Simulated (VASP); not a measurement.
Band structure of Lu (relaxed from the bcc structure, space group Im-3m). Calculation: PBEsol GGA, VASP's PBE PAW potentials (set 64) (plane waves; VASP 6.6.1).

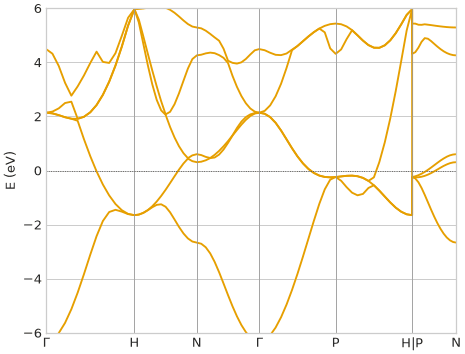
Figure. Bands along high-symmetry lines, zero at the valence-band maximum or, without a gap, the Fermi level

**Question.** Read the plot: is there a gap, and where are the band edges?

**Answer.** It has no gap at this level: it comes out as a metal or semimetal. (Edges off the drawn lines would not show.)

The structure was generated: Lu was put into the bcc type (Im-3m), which need not be its known phase. It was relaxed first, which changed the volume by -5 %.
